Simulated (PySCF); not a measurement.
```xyz
17

F    -3.7415    0.7645    0.0781
C    -2.4653    0.3788    0.2927
C    -2.0192   -0.8049   -0.2660
C    -0.7105   -1.1928   -0.0484
C     0.1434   -0.4044    0.7163
P     1.8730   -0.8673    1.0413
Si    2.7940    0.3693   -0.5871
C    -0.3387    0.7762    1.2777
C    -1.6424    1.1785    1.0661
H    -2.6912   -1.4042   -0.8606
H    -0.3486   -2.1169   -0.4768
H     1.8470   -2.0487    0.3062
H     4.1965   -0.0335   -0.6633
H     2.1414    0.1742   -1.8844
H     2.6601    1.7686   -0.1830
H     0.3204    1.3812    1.8846
H    -2.0254    2.0934    1.4902
```

Geometry: GFN2-xTB.

Computed with PBE0/pcSseg-1, SCF density, gas phase, non-relativistic in PySCF.

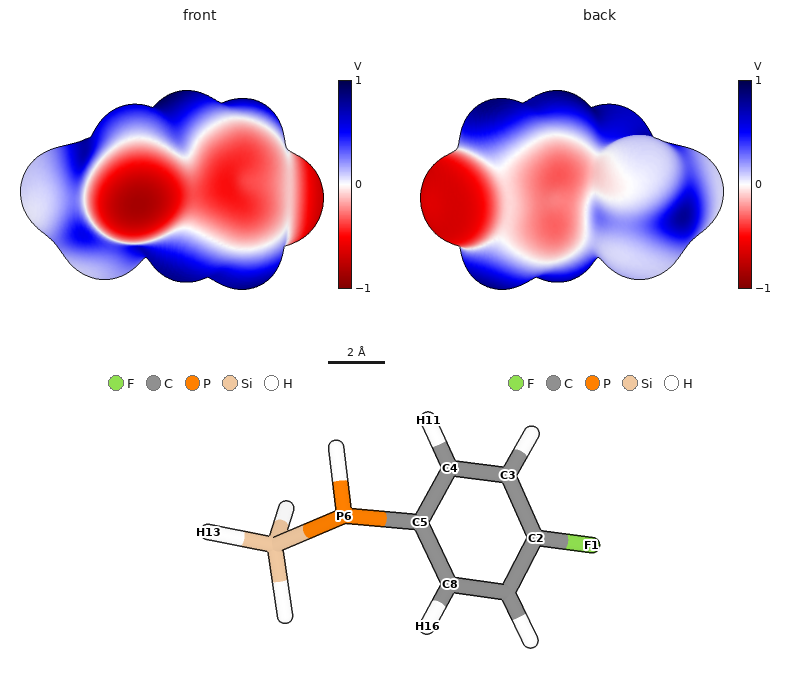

C6H8FPSi. The molecular electrostatic potential painted on the density surface at 0.001 e/bohr³, seen from the front and from behind; red is negative and blue positive. The bare structure is drawn below in the same view.

**Describe the electrostatic potential map.**

The most negative region (about −0.8 V) lies over P6, the most positive (about +0.9 V) over H11.

**What dipole moment does the calculation give?**

Its dipole moment is 1.10 D.
